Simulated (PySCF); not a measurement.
## Electronic structure of C₄H₄F₃S (SMILES [CH2]SC(=C)C(F)(F)F) (doublet) in real space

```xyz
12

C     2.3620   -0.3214    0.0680
S     0.9444   -1.2171   -0.1260
C    -0.3457   -0.0348    0.0760
C    -0.2311    1.2038    0.5524
C    -1.6660   -0.5824   -0.3927
F    -2.6868    0.2474   -0.1405
F    -1.6816   -0.8074   -1.7183
F    -1.9733   -1.7510    0.1906
H     2.3932    0.7203   -0.1753
H     3.2643   -0.8955    0.1142
H    -1.0850    1.8546    0.6134
H     0.7069    1.5829    0.9123
```

Geometry: GFN2-xTB.

These are results of UKS B3LYP, pcH-1 on C F H S, non-relativistic, mean-field spin-orbit, GIAO in PySCF 2.14.0, density-fitted response routines, not measurements.

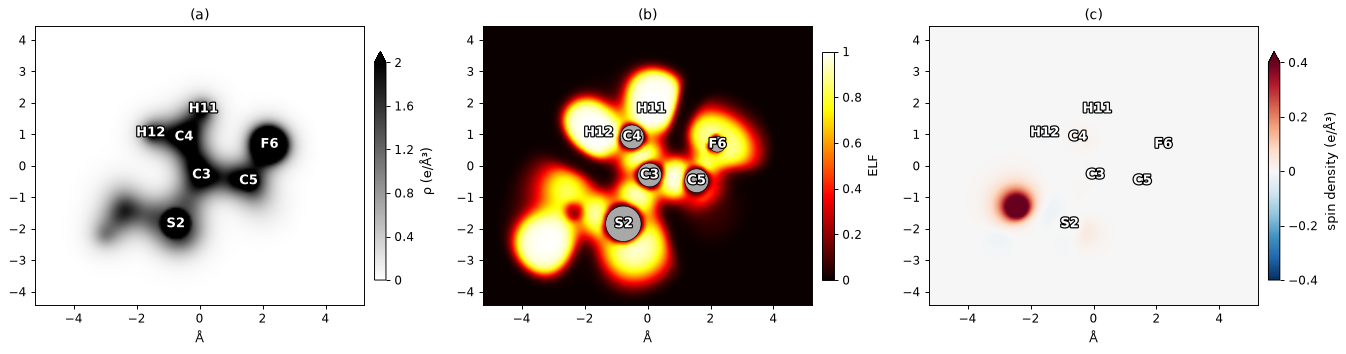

Figure 1. (a) electron density; (b) ELF; (c) spin density (α minus β) on the plane of atoms S2, C3 and C5. Grey discs cover the atomic cores in the ELF map.

### Interpret the plot.

The section cuts through S, C, F and H sites. C–C (1.33 Å): ρ is about 2.3 e/Å³ halfway; the ELF peaks at about 0.95 between the atoms (a short, multiple covalent bond). C–F (1.34 Å): the density is about 2.4 e/Å³ at the midpoint; the ELF peaks at about 0.85 between the atoms (a polar covalent bond). C–H (1.08 Å): ρ is about 2.1 e/Å³ halfway; the ELF climbs to about 1 towards the hydrogen, as it does in any bond to H: an ordinary covalent bond to hydrogen. C–C (1.50 Å): ρ at the midpoint is about 1.8 e/Å³; the ELF peaks at about 1 between the atoms: a shared electron pair. C–S (1.76 Å): ρ at the midpoint is about 1.3 e/Å³; the ELF peaks at about 0.90 between the atoms (a covalent bond). The ELF also peaks beside S2 and F6, away from the bonds: non-bonding electrons, paired or unpaired. The unpaired spin (1 electron) lies mostly on C1 (about 0.6), S2 (about 0.2) and C4 (about 0.1), in electrons by Hirshfeld's partition.

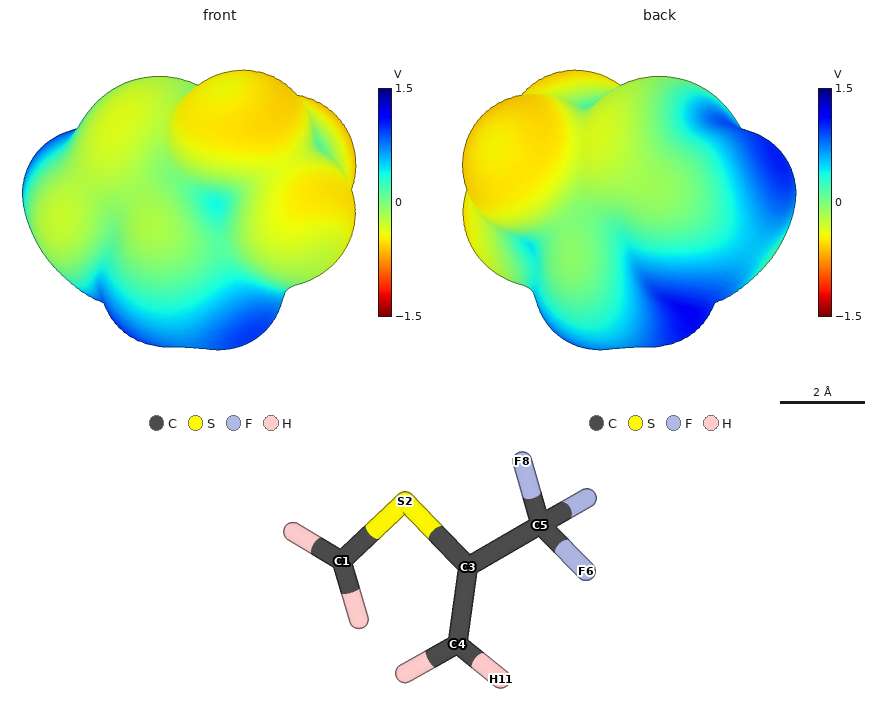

Figure 2. The electrostatic potential painted on the density surface at 0.001 e/bohr³, seen from the front and from behind; red is negative and blue positive. The bare structure is drawn below in the same view.

### Describe the electrostatic potential map.

The most negative region (about −0.6 V) lies over F7 and F8, the most positive (about +1.1 V) over H9 and H12.

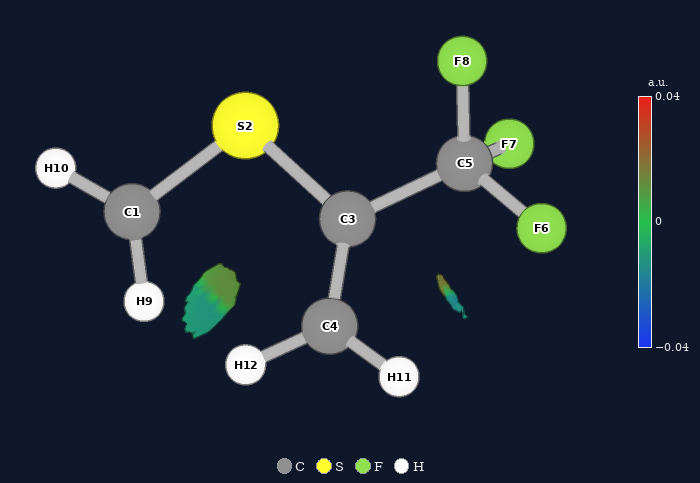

Figure 3. Non-covalent interaction (NCI) plot: the surface where the reduced density gradient is 0.4, for densities under 0.05 a.u., coloured by sign(λ₂)ρ; seen at a tilt.

### What holds or crowds the atoms apart from the covalent bonds?

- Between F6 and C5 on one side and C4 and H11 on the other: a weak contact, attractive (blue-green) on one side and crowded (olive to red) on the other
- Between H12 and C4 on one side and C1 and H9 on the other: a weak contact, attractive (blue-green) on one side and crowded (olive to red) on the other
